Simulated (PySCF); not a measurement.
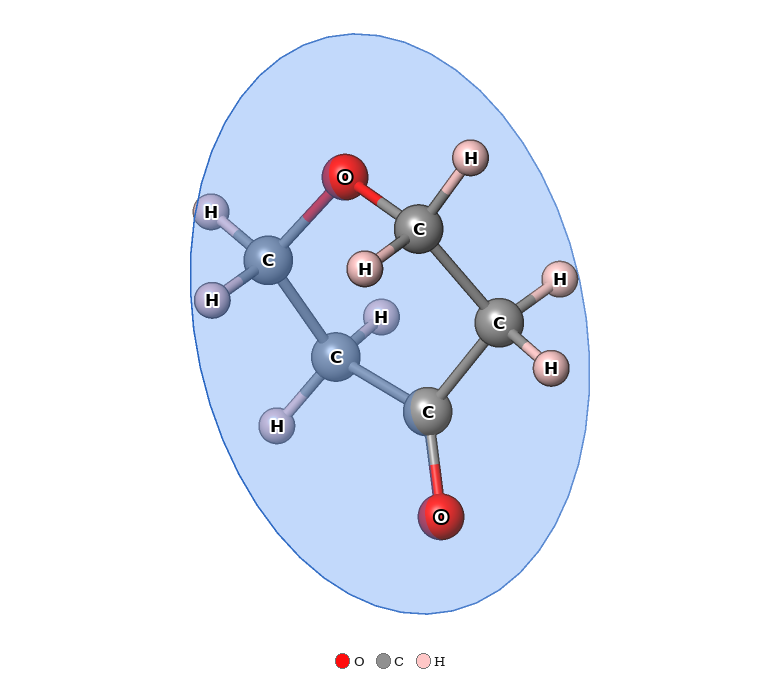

All proper rotation axes (lines) and mirror planes (discs) of the structure are drawn in. Depth is shown by fading: the farther an atom, the more it takes the colour of the background. Computed geometry: PBE0-D3(BJ)/def2-TZVP optimisation. No frequency run is at hand to confirm it as a minimum.

Name the symmetry elements and the point group.

Answer. It has 1 mirror plane. Point group Cs. The group has 2 operations. The geometry is achiral, and symmetry allows a dipole moment.
